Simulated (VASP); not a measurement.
Band structure of PtS2 (1T layered). Calculation: MS2 meta-GGA, VASP's PBE PAW potentials (set 64) (plane waves; VASP).

Unless said otherwise, spin-orbit coupling is left out, though it shifts the bands of the heavy elements here.

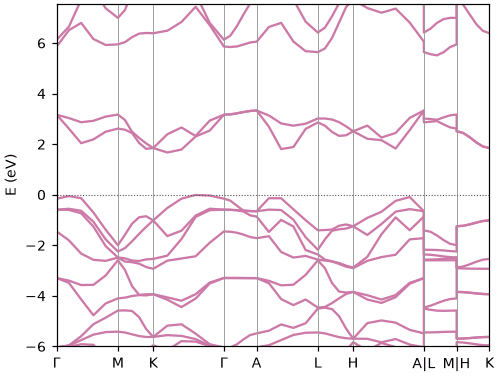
Figure: Bands along high-symmetry lines, zero at the valence-band maximum or, without a gap, the Fermi level

Q: Read the plot: is there a gap, and where are the band edges?

A: The gap is indirect, 1.56 eV, from the valence maximum at (0.12, 0.12, 0.00) to the conduction minimum at (0.00, 0.25, 0.40).

The compound is PtS2 in the 1T layered structure. It was relaxed first, which changed the volume by +13 %.
